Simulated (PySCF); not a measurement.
Input file:

```
{"job": {"kind": "nmr", "xc": "PBE0", "basis": "pcSseg-1"}, "charge": 0, "multiplicity": 1}
Si    -0.268345    -0.483760     0.446141
H     -0.289118    -0.549076     1.937833
C      1.479366    -0.558779    -0.196942
H      1.975068    -1.495319     0.100474
H      2.071287     0.281528     0.199991
H      1.494986    -0.496430    -1.296375
C     -1.181787     1.018859    -0.170627
H     -2.225824     1.017858     0.177806
H     -1.189088     1.045590    -1.271572
H     -0.703459     1.943281     0.189989
F     -1.065046    -1.809261    -0.085808
```

Run with:

```sh
OMP_NUM_THREADS=1 python probes_run.py task.json out
```

Geometry: PBE0-D3(BJ)/def2-SVP.

These are results of PBE0/pcSseg-1, SCF density, gas phase, non-relativistic in PySCF 2.14.0, not measurements.

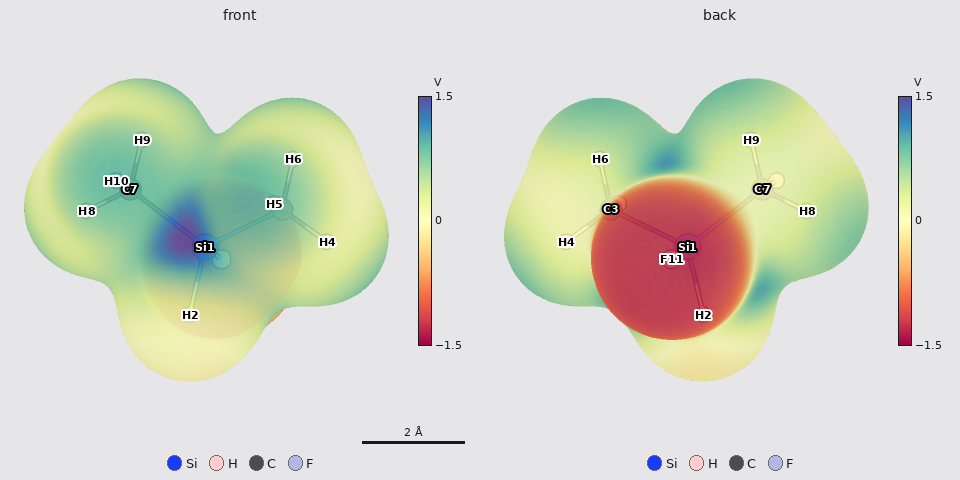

C₂H₇FSi (SiHMe2F). The molecular electrostatic potential painted on the density surface at 0.002 e/bohr³, seen from the front and from behind; red is negative and blue positive.

Question: Describe the electrostatic potential map.

Answer: The most negative region (about −1.3 V) lies over F11, the most positive (about +1.4 V) over Si1.

Question: What dipole moment does the calculation give?

Answer: Its dipole moment is 2.01 D.
